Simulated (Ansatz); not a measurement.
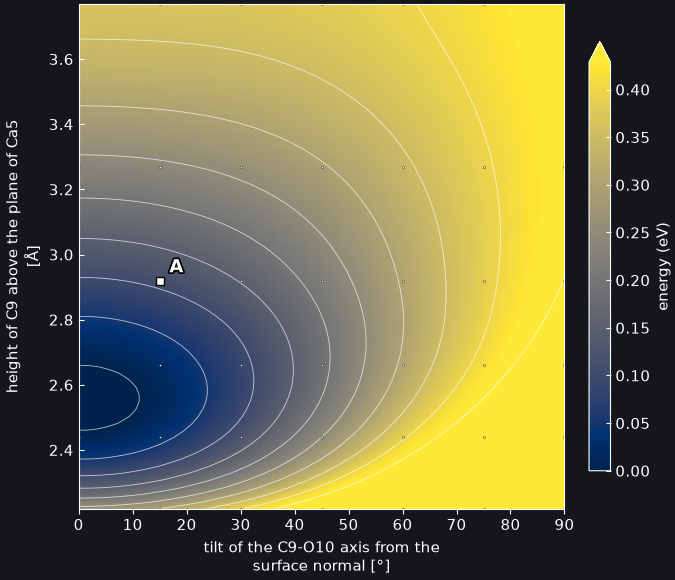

CO on a Ca(100) slab cut from the Fm-3m phase, its upper half relaxed before the scan (8 atoms of substrate and one adsorbate in a 2 × 2 cell). CO stands on one site of a rigid substrate while its tilt and height are varied at a fixed bond length; it sits over a top site over Ca5, heights counted from the top plane, tilted towards the diagonal of the 1 × 1 surface cell. First axis: tilt of the C9-O10 axis from the surface normal. Second axis: height of C9 above the plane of Ca5. The grid has 7 × 6 points. Points are written as (first, second). Energies: eV, counted from the lowest grid point. Method: Ansatz, DFT PBE, scalar-relativistic, plane waves, PAW. Settings: cutoff 420 eV, k-mesh 4×4×1, gaussian smearing 0.1 eV, no spin polarisation.

The picture shows a smooth colour map with a few white contour lines, dots at the grid points, one colour for all values above the top of the scale, the point A. Between grid points the surface is interpolated.

Q: Is A at rest? If not, where is it pushed?

A: A, at (15°, 2.92 Å), is not a stationary point. The computed force is 0.0019 eV for each degree towards smaller values of the first coordinate and 0.4 eV for each Å towards smaller values of the second coordinate.
